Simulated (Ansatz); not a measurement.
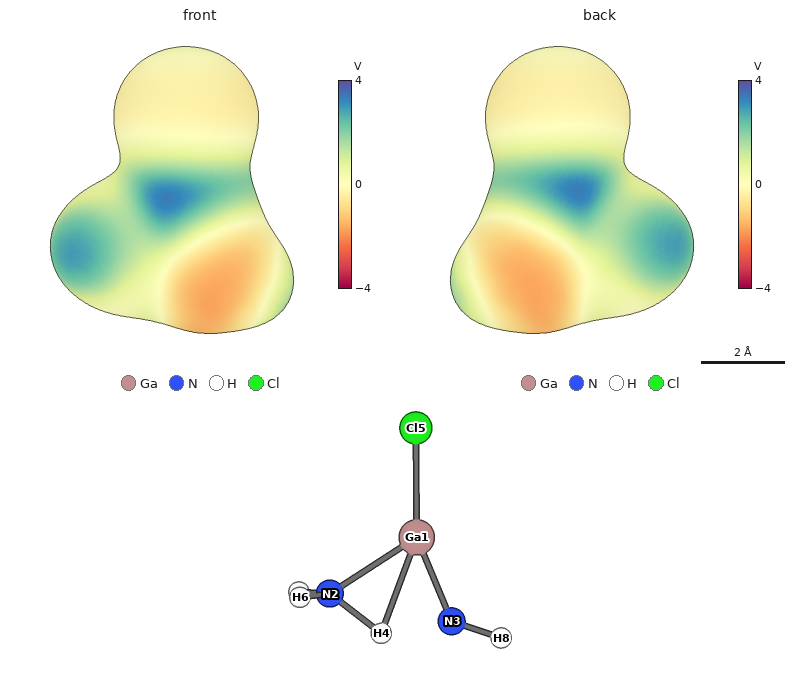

Figure 1: ClGaH4N2. The electrostatic potential painted on the density surface at 0.004 e/bohr³, seen from the front and from behind; the colour scale runs from red (negative) to blue (positive). The bare structure is drawn below in the same view.

A transition-state structure; geometry: PBE0-D4/def2-TZVP.

Method: RKS PBE0-D4/def2-TZVPP (Ansatz 0.2.0).

```xyz
8

Ga   -0.5274    0.5545    0.6561
N     0.9525    0.0894   -0.6057
N    -1.0350   -1.0531    0.1510
H     0.1376   -0.8659   -0.5534
Cl   -0.6021    2.4020    1.6886
H     1.0299    0.5693   -1.4928
H     1.8826   -0.0893   -0.2507
H    -1.8379   -1.6070    0.4069
```

**Which sites attract a positive test charge, and which a negative one?**

A positive charge is drawn to the negative regions and a negative charge to the positive ones. The most negative region (about −1.7 V) lies over N3, the most positive (about +3.3 V) over Ga1. Cl5 shows a σ-hole: about +0.2 V at the tip opposite its bond, against about −0.3 V on its flanks. N3 is the likeliest acceptor of a hydrogen bond.
